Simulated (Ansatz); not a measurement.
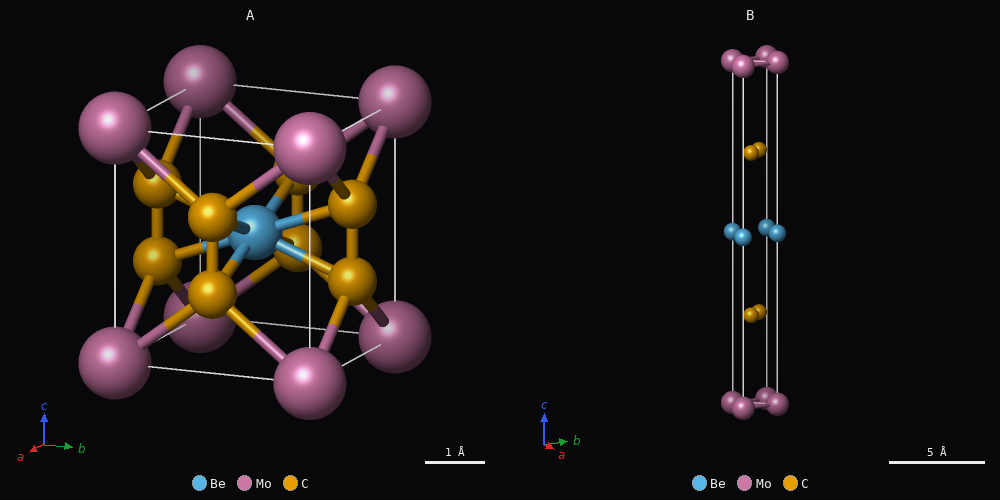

Two structures of BeMoC4, each relaxed to rest (conventional cells in solid outline, small ones repeated, not to one scale). Method: DFT PBE, scalar-relativistic, plane waves, PAW (Ansatz 0.2.0), without spin polarisation.

Question: What are the two structures?

Answer: A: 6 atoms a cell on a primitive tetragonal lattice, P4/mmm. B: 6 atoms a cell on a primitive hexagonal lattice, P6/mmm.

Question: Which has the lower energy, and by how much?

Answer: B is lower, by 451 meV/atom at this level of theory (energies at zero smearing). Volumes: A 8.9, B 16.1 Å³/atom.

One or both may be structure types tried for this composition rather than known phases.
